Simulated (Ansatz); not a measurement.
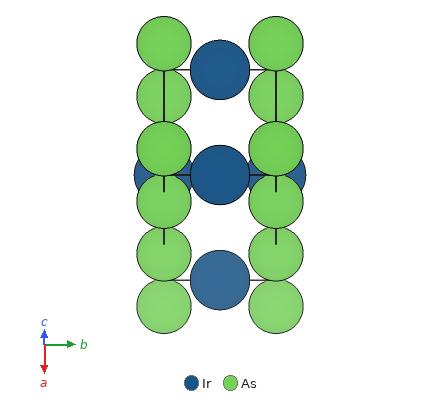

The structure, seen along [101]; the drawing may span several cells.

Given this structure, coordinates from a relaxation at fixed volume with Ansatz, DFT PBEsol, scalar-relativistic, plane waves, PAW; the starting structure was generated, so it need not be a known form of this composition, written in its standard cell:

```cif
data_structure
_symmetry_space_group_name_H-M 'P4_2/mmc'
_symmetry_Int_Tables_number 131
_cell_length_a 2.8622
_cell_length_b 2.8622
_cell_length_c 7.7277
_cell_angle_alpha 90.000
_cell_angle_beta 90.000
_cell_angle_gamma 90.000
_cell_volume 63.31
loop_
_atom_site_label
_atom_site_type_symbol
_atom_site_symmetry_multiplicity
_atom_site_Wyckoff_symbol
_atom_site_fract_x
_atom_site_fract_y
_atom_site_fract_z
_atom_site_occupancy
Ir1 Ir 2 c 0.00000 0.50000 0.00000 1
As1 As 2 e 0.00000 0.00000 0.25000 1
```

Q: Predict the [101] zone-axis pattern (80 kV, kinematic, B = 0.5 Å²).

A: The spots form a rectangular net whose two shortest vectors correspond to d = 2.86 Å and 2.68 Å, 90.0° apart. They are 0 1 0 and 1 0 -1. The pattern has symmetry 2mm. A glide plane extinguishes reflections such as 1 -1 -1, 1 1 -1; reflections such as 1 -3 -1, 1 3 -1, 3 -1 -3 are allowed by the space group but vanish because the atoms sit on special positions.

Strongest reflections with d > 0.80 Å, one of each family (|F|² from tabulated Gaussian fits of the electron scattering factors, times a small damping for the curvature of the Ewald sphere):

```tsv
hkl	d (Å)	I (strongest = 100)
1 0 -1	2.684	100
0 2 0	1.431	75
0 1 0	2.862	37
1 2 -1	1.263	24
3 0 -3	0.895	9
2 0 -2	1.342	6
```

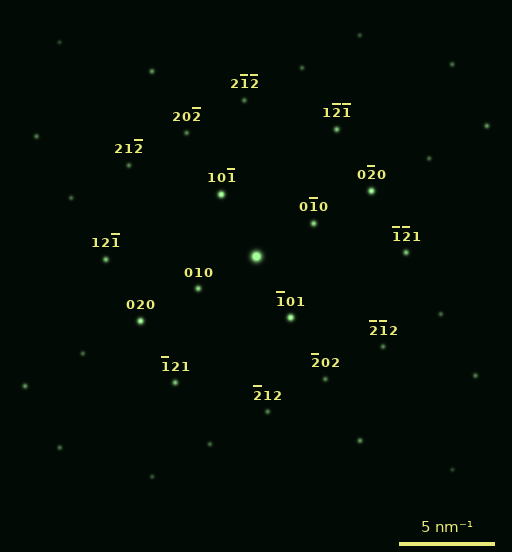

Calculated pattern, seen from the source side with [101] pointing towards the source.
